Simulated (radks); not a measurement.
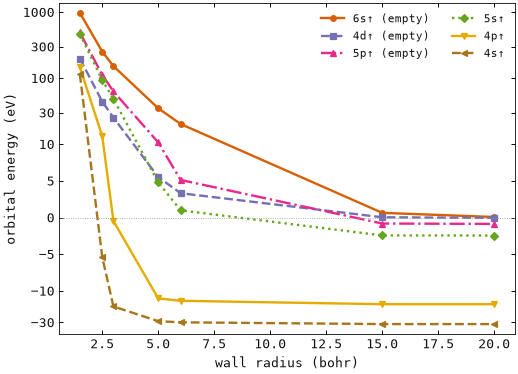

A free Rb atom in the configuration [Kr] 5s1 (high spin). It is put inside a hard spherical wall of varying radius. Computed with the in-house radial solver radks: scalar-relativistic Kohn-Sham, PBEsol, spin-polarised, spherical densities, finite nucleus. The plot shows the outer orbital energies (spin up), on a scale that is linear within ±10 eV and logarithmic beyond.

### Describe the level shifts under confinement.

The levels rise as the wall closes in: 5s↑ goes from −2.45 eV at 20 bohr to 468.4 eV at 1.5 bohr and passes zero between 15 and 6 bohr. On compression 4d↑ drops below 5p↑ between 15 and 6 bohr and 4d↑ drops below 5s↑ between 5 and 3 bohr; in each crossing pair the level of higher l rises less. The fastest to rise is 6s↑ (by 977.6 eV), the slowest 4s↑ (by 147.2 eV): the wall presses hardest on the most extended orbitals.
